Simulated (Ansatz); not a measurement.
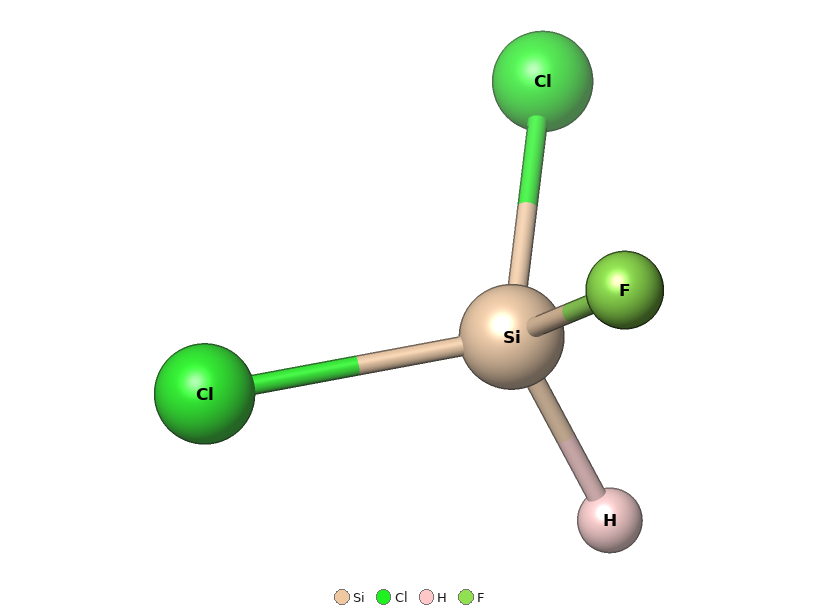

Atoms fade into the background with distance from the viewer. The computed structure is the end point of a PBE0-D4/def2-TZVP optimisation.

Question: List the symmetry elements and name the point group.

Answer: It has 1 mirror plane, so the point group is Cs. The group has 2 operations. The geometry is achiral, and symmetry allows a dipole moment.
